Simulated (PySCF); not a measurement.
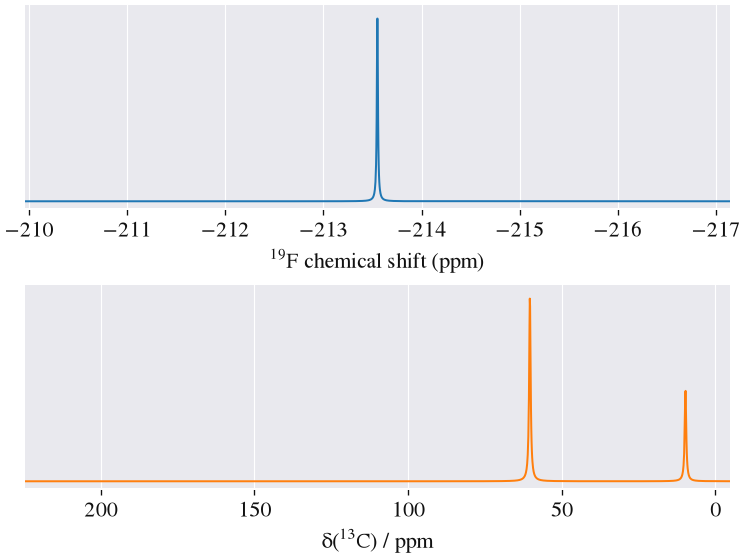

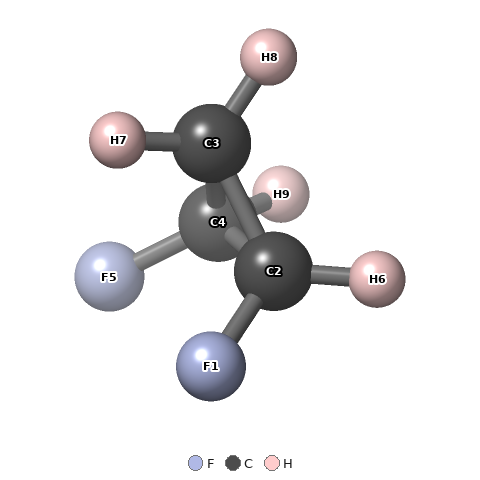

Spectrum and numbered structure of C₃H₄F₂, SMILES F[C@@H]1C[C@@H]1F. GIAO shifts, HF/pcSseg-2 in PySCF, at a PBE0-D3(BJ)/def2-SVP geometry (no frequency check), against CFCl₃ for ¹⁹F and TMS for ¹³C computed at the same level (¹⁹F: this reference is a hard case for the method, so all values can be off together by tens of ppm, and differences between signals are safer). Gas phase, fully decoupled, line heights follow the number of nuclei, widths are arbitrary (no quadrupolar broadening); values of one conformer, averaged over methyl-type rotors and exact or near symmetry.

> Where does the ¹⁹F line lie?

At −213.5 ppm (F1 and F5).

> Which atoms give which ¹³C line?

| δ (ppm) | nuclei | atoms |
| --- | --- | --- |
| 60.4 | 2 | C2, C4 |
| 9.7 | 1 | C3 |
